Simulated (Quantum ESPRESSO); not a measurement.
## Collinear magnetic orders of MnGa3As4 (GaAs16x211 Mn2 nn) with Quantum ESPRESSO

Does MnGa3As4 (GaAs16x211 Mn2 nn) prefer parallel or opposed moments?

Program: Quantum ESPRESSO 7.5. Level of theory: PBE; plane waves with GBRV 1.5 PBE potentials, no spin-orbit coupling. Results are calculated unless marked as measured.

### Step 1. Starting point

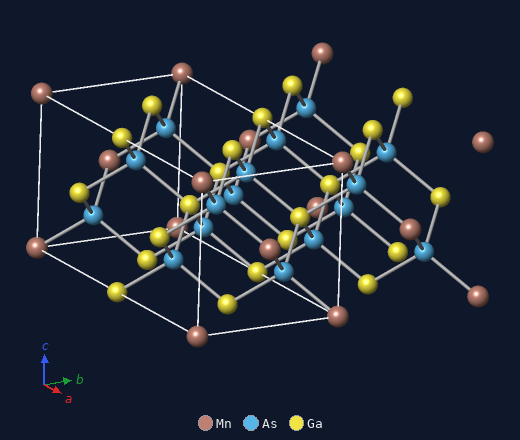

The starting structure, seen slightly off an axis (manganese pink, arsenic blue, gallium yellow). 1×2×1 cells are drawn. Bonds to atoms that aren't drawn are left out. Some periodic images of atoms are drawn too.

The cell was typed by rule, not taken from a database of measured structures.

### Step 2. Run 1, typed as ferro ++

The signs are those of the starting moments on the seeded atoms, the atoms that are given a moment.

The input, pw.in:

```
&CONTROL
  calculation = 'scf'
  prefix = 'pwscf'
  outdir = './tmp'
  pseudo_dir = './pseudo'
  disk_io = 'nowf'
/
&SYSTEM
  ibrav = 0
  celldm(1) = 8
  nat = 16
  ntyp = 3
  ecutwfc = 40
  ecutrho = 280
  nbnd = 118
  occupations = 'smearing'
  smearing = 'fd'
  degauss = 0.00367493
  nspin = 2
  starting_magnetization(1) = 0.3
  starting_magnetization(2) = 0
  starting_magnetization(3) = 0
/
&ELECTRONS
  conv_thr = 3.2d-08
  electron_maxstep = 150
  mixing_beta = 0.3
/
ATOMIC_SPECIES
Mn     54.9380 mn_pbe_v1.5.uspp.F.UPF
As     74.9216 as_pbe_v1.uspp.F.UPF
Ga     69.7230 ga_pbe_v1.4.uspp.F.UPF
CELL_PARAMETERS alat
   2.6706554456274    0.0000000000000    0.0000000000000
   0.0000000000000    1.3353277228137    0.0000000000000
   0.0000000000000    0.0000000000000    1.3353277228137
ATOMIC_POSITIONS crystal
Mn      0.0000000000    0.0000000000    0.0000000000
As      0.1250000000    0.2500000000    0.2500000000
Mn      0.0000000000    0.5000000000    0.5000000000
As      0.1250000000    0.7500000000    0.7500000000
Ga      0.2500000000    0.0000000000    0.5000000000
As      0.3750000000    0.2500000000    0.7500000000
Ga      0.2500000000    0.5000000000    0.0000000000
As      0.3750000000    0.7500000000    0.2500000000
Ga      0.5000000000    0.0000000000    0.0000000000
As      0.6250000000    0.2500000000    0.2500000000
Ga      0.5000000000    0.5000000000    0.5000000000
As      0.6250000000    0.7500000000    0.7500000000
Ga      0.7500000000    0.0000000000    0.5000000000
As      0.8750000000    0.2500000000    0.7500000000
Ga      0.7500000000    0.5000000000    0.0000000000
As      0.8750000000    0.7500000000    0.2500000000
K_POINTS automatic
3 5 5 0 0 0
```

Run with:

```
$ OMP_NUM_THREADS=1 mpirun -n 4 pw.x -nk 4 -in pw.in > pw.out
```

Output:

```text
Program PWSCF v.7.5 starts

     Found identity + (  0.0000 -0.5000 -0.5000) symmetry
     This is a supercell, fractional translations are disabled
     Message from routine setup:
     using ibrav=0 with symmetry is DISCOURAGED, use correct ibrav instead

     K-points division:     npool     =       4
     Subspace diagonalization in iterative solution of the eigenvalue problem:

     G-vector sticks info
     --------------------
     sticks:   dense  smooth     PW     G-vecs:    dense   smooth      PW
     Sum        5097    2905    811               193105    83527   12169

     Using Slab Decomposition

     bravais-lattice index     =            0
     lattice parameter (alat)  =       8.0000  a.u.
     unit-cell volume          =    2438.1676 (a.u.)^3
     number of atoms/cell      =           16
     number of atomic types    =            3
     number of electrons       =       184.00
     number of Kohn-Sham states=          118
     kinetic-energy cutoff     =      40.0000  Ry
     charge density cutoff     =     280.0000  Ry
     scf convergence threshold =      3.2E-08
     mixing beta               =       0.3000
     number of iterations used =            8  plain     mixing
     Exchange-correlation=  SLA  PW   PBX  PBC
                           (   1   4   3   4   0   0   0)

     celldm(1)=   8.000000  celldm(2)=   0.000000  celldm(3)=   0.000000
     celldm(4)=   0.000000  celldm(5)=   0.000000  celldm(6)=   0.000000

     crystal axes: (cart. coord. in units of alat)
               a(1) = (   2.670655   0.000000   0.000000 )
               a(2) = (   0.000000   1.335328   0.000000 )
               a(3) = (   0.000000   0.000000   1.335328 )

     reciprocal axes: (cart. coord. in units 2 pi/alat)
               b(1) = (  0.374440  0.000000  0.000000 )
               b(2) = (  0.000000  0.748880  0.000000 )
               b(3) = (  0.000000  0.000000  0.748880 )

     PseudoPot. # 1 for Mn read from file:
     mn_pbe_v1.5.uspp.F.UPF
     Pseudo is Ultrasoft + core correction, Zval = 15.0
     Generated by new atomic code, or converted to UPF format
     Using radial grid of  859 points,  6 beta functions with:
                l(1) =   0
                l(2) =   0
                l(3) =   1
                l(4) =   1
                l(5) =   2
                l(6) =   2
     Q(r) pseudized with  8 coefficients,  rinner =    0.950   0.950   0.950
                                                       0.950   0.950

     PseudoPot. # 2 for As read from file:
     as_pbe_v1.uspp.F.UPF
     Pseudo is Ultrasoft + core correction, Zval =  5.0
     Generated by new atomic code, or converted to UPF format
     Using radial grid of  875 points,  6 beta functions with:
                l(1) =   0
                l(2) =   0
                l(3) =   1
                l(4) =   1
                l(5) =   2
                l(6) =   2
     Q(r) pseudized with  8 coefficients,  rinner =    1.300   1.300   1.300
                                                       1.300   1.300

     PseudoPot. # 3 for Ga read from file:
     ga_pbe_v1.4.uspp.F.UPF
     Pseudo is Ultrasoft + core correction, Zval = 19.0
     Generated by new atomic code, or converted to UPF format
     Using radial grid of  871 points,  6 beta functions with:
                l(1) =   0
                l(2) =   0
                l(3) =   1
                l(4) =   1
                l(5) =   2
                l(6) =   2
     Q(r) pseudized with  8 coefficients,  rinner =    1.250   1.250   1.250
                                                       1.250   1.250

     atomic species   valence    mass     pseudopotential
     Mn               15.00    54.93800     Mn( 1.00)
     As                5.00    74.92160     As( 1.00)
     Ga               19.00    69.72300     Ga( 1.00)

     Starting magnetic structure
     atomic species   magnetization
     Mn              0.300
     As              0.000
     Ga              0.000

      8 Sym. Ops. (no inversion) found

   Cartesian axes

     site n.     atom                  positions (alat units)
         1        Mn     tau(   1) = (   0.0000000   0.0000000   0.0000000  )
         2        As     tau(   2) = (   0.3338319   0.3338319   0.3338319  )
         3        Mn     tau(   3) = (   0.0000000   0.6676639   0.6676639  )
         4        As     tau(   4) = (   0.3338319   1.0014958   1.0014958  )
         5        Ga     tau(   5) = (   0.6676639   0.0000000   0.6676639  )
         6        As     tau(   6) = (   1.0014958   0.3338319   1.0014958  )
         7        Ga     tau(   7) = (   0.6676639   0.6676639   0.0000000  )
         8        As     tau(   8) = (   1.0014958   1.0014958   0.3338319  )
         9        Ga     tau(   9) = (   1.3353277   0.0000000   0.0000000  )
        10        As     tau(  10) = (   1.6691597   0.3338319   0.3338319  )
        11        Ga     tau(  11) = (   1.3353277   0.6676639   0.6676639  )
        12        As     tau(  12) = (   1.6691597   1.0014958   1.0014958  )
        13        Ga     tau(  13) = (   2.0029916   0.0000000   0.6676639  )
        14        As     tau(  14) = (   2.3368235   0.3338319   1.0014958  )
        15        Ga     tau(  15) = (   2.0029916   0.6676639   0.0000000  )
        16        As     tau(  16) = (   2.3368235   1.0014958   0.3338319  )

     number of k points=    12  Fermi-Dirac smearing, width (Ry)=  0.0037
                       cart. coord. in units 2pi/alat
        k(    1) = (   0.0000000   0.0000000   0.0000000), wk =   0.0133333
        k(    2) = (   0.0000000   0.0000000   0.1497760), wk =   0.0533333
        k(    3) = (   0.0000000   0.0000000   0.2995519), wk =   0.0533333
        k(    4) = (   0.0000000   0.1497760   0.1497760), wk =   0.0533333
        k(    5) = (   0.0000000   0.1497760   0.2995519), wk =   0.1066667
        [... 7 further k-points ...]

     Dense  grid:   193105 G-vectors     FFT dimensions: ( 120,  60,  60)

     Smooth grid:    83527 G-vectors     FFT dimensions: (  90,  45,  45)

     Check: negative core charge=   -0.000007
     Generating pointlists ...
     new r_m :   0.2385 (alat units)  1.9081 (a.u.) for type    1
     new r_m :   0.2385 (alat units)  1.9081 (a.u.) for type    2
     new r_m :   0.2385 (alat units)  1.9081 (a.u.) for type    3

     Initial potential from superposition of free atoms

     starting charge     176.9979, renormalised to     184.0000
     Starting wfcs are  130 randomized atomic wfcs

     Self-consistent Calculation

     iteration #  1     ecut=    40.00 Ry     beta= 0.30
     Davidson diagonalization with overlap
     ethr =  1.00E-02,  avg # of iterations =  4.7

     total energy              =   -3216.41179883 Ry
     estimated scf accuracy    <      61.08068047 Ry

     total magnetization       =     2.28 Bohr mag/cell
     absolute magnetization    =     2.76 Bohr mag/cell

     iteration #  2     ecut=    40.00 Ry     beta= 0.30
     Davidson diagonalization with overlap
     ethr =  1.00E-02,  avg # of iterations =  4.0

     total energy              =   -3219.61199256 Ry
     estimated scf accuracy    <     248.30929986 Ry

     total magnetization       =     1.13 Bohr mag/cell
     absolute magnetization    =     1.21 Bohr mag/cell

     iteration #  3     ecut=    40.00 Ry     beta= 0.30
     Davidson diagonalization with overlap
     ethr =  1.00E-02,  avg # of iterations =  3.8

     total energy              =   -3235.90655110 Ry
     estimated scf accuracy    <       4.95811818 Ry

     total magnetization       =     6.51 Bohr mag/cell
     absolute magnetization    =     7.03 Bohr mag/cell

     [... further iterations left out ...]

     iteration # 12     ecut=    40.00 Ry     beta= 0.30
     Davidson diagonalization with overlap
     ethr =  2.23E-08,  avg # of iterations =  4.1

     negative rho (up, down):  0.000E+00 5.361E-04

     total energy              =   -3236.87141756 Ry
     estimated scf accuracy    <       0.00000797 Ry

     total magnetization       =     8.00 Bohr mag/cell
     absolute magnetization    =     8.82 Bohr mag/cell

     iteration # 13     ecut=    40.00 Ry     beta= 0.30
     Davidson diagonalization with overlap
     ethr =  4.33E-09,  avg # of iterations =  4.0

     negative rho (up, down):  0.000E+00 5.335E-04

     total energy              =   -3236.87142128 Ry
     estimated scf accuracy    <       0.00000163 Ry

     total magnetization       =     8.00 Bohr mag/cell
     absolute magnetization    =     8.83 Bohr mag/cell

     iteration # 14     ecut=    40.00 Ry     beta= 0.30
     Davidson diagonalization with overlap
     ethr =  8.84E-10,  avg # of iterations =  3.4

     negative rho (up, down):  0.000E+00 5.332E-04

     total energy              =   -3236.87142167 Ry
     estimated scf accuracy    <       0.00000012 Ry

     total magnetization       =     8.00 Bohr mag/cell
     absolute magnetization    =     8.83 Bohr mag/cell

     iteration # 15     ecut=    40.00 Ry     beta= 0.30
     Davidson diagonalization with overlap
     ethr =  6.65E-11,  avg # of iterations =  4.1

     negative rho (up, down):  0.000E+00 5.328E-04

     Magnetic moment per site  (integrated on atomic sphere of radius R)
     atom   1 (R=0.239)  charge= 13.0626  magn=  3.5791
     atom   2 (R=0.239)  charge=  2.7334  magn= -0.0691
     atom   3 (R=0.239)  charge= 13.0626  magn=  3.5791
     atom   4 (R=0.239)  charge=  2.7334  magn= -0.0691
     atom   5 (R=0.239)  charge= 17.0459  magn=  0.0263
     atom   6 (R=0.239)  charge=  2.7255  magn= -0.0016
     atom   7 (R=0.239)  charge= 17.0459  magn=  0.0263
     atom   8 (R=0.239)  charge=  2.7255  magn= -0.0016
     atom   9 (R=0.239)  charge= 17.0496  magn=  0.0048
     atom  10 (R=0.239)  charge=  2.7255  magn= -0.0016
     atom  11 (R=0.239)  charge= 17.0496  magn=  0.0048
     atom  12 (R=0.239)  charge=  2.7255  magn= -0.0016
     atom  13 (R=0.239)  charge= 17.0459  magn=  0.0263
     atom  14 (R=0.239)  charge=  2.7334  magn= -0.0691
     atom  15 (R=0.239)  charge= 17.0459  magn=  0.0263
     atom  16 (R=0.239)  charge=  2.7334  magn= -0.0691

     End of self-consistent calculation

     [... lines left out ...]
     the Fermi energy is     7.2356 ev

!    total energy              =   -3236.87142179 Ry
     estimated scf accuracy    <       0.00000002 Ry
     smearing contrib. (-TS)   =      -0.00144495 Ry
     internal energy E=F+TS    =   -3236.86997684 Ry

     The total energy is F=E-TS. E is the sum of the following terms:
     one-electron contribution =   -2780.76514820 Ry
     hartree contribution      =    1448.12457591 Ry
     xc contribution           =    -597.29290118 Ry
     ewald contribution        =   -1306.93650337 Ry

     total magnetization       =     8.00 Bohr mag/cell
     absolute magnetization    =     8.83 Bohr mag/cell

     convergence has been achieved in  15 iterations

=------------------------------------------------------------------------------=
   JOB DONE.
=------------------------------------------------------------------------------=
```

It took 8.9 min on 4 MPI ranks of Intel Xeon at 2.70GHz, shared host; peak memory 1.9 GiB; 35 min of CPU time.

Spin moment in the atom's sphere by atom:

```
atom  spin moment in the atom's sphere (μB)
 Mn1                                   3.58
 As2                                  -0.07
 Mn3                                   3.58
 As4                                  -0.07
 Ga5                                   0.03
 As6                                   0.00
 Ga7                                   0.03
 As8                                   0.00
 Ga9                                   0.00
As10                                   0.00
Ga11                                   0.00
As12                                   0.00
Ga13                                   0.03
As14                                  -0.07
Ga15                                   0.03
As16                                  -0.07
```

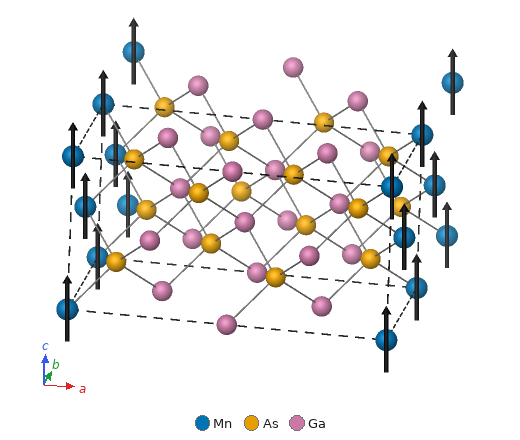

Spin moment in the atom's sphere as arrows, the longest 3.58 μB. Up and down stand for the sign. Arrows give size and sign along the axis of quantisation, drawn up and down the page. Bonds to atoms that aren't drawn are left out. 1×2×1 cells are drawn. Some periodic images of atoms are drawn too.

Numbers from this step:

```yaml
smearing_term_ts: 0.01966 eV
magnetization: 8 μB
absolute_magnetization: 8.83 μB
final_state: ferromagnetic
```

[end of part 1 of 2]

[Logs and program files are shortened in this print: banners, set-up blocks, solver, clock and traceback lines can be left out without a mark of their own.]

[Logs are printed without paths, hosts, clocks, repeated set-up lines and the standing remarks that a program may print on its own settings, such as how far it seeks lower states.]

[Hosts, paths, dates, database ids (printed as entryN), source tags and the programs' standing remarks are cut or masked in the printed files.]

[Where a cell is said to come from a database of computed structures, the database is the Materials Project.]
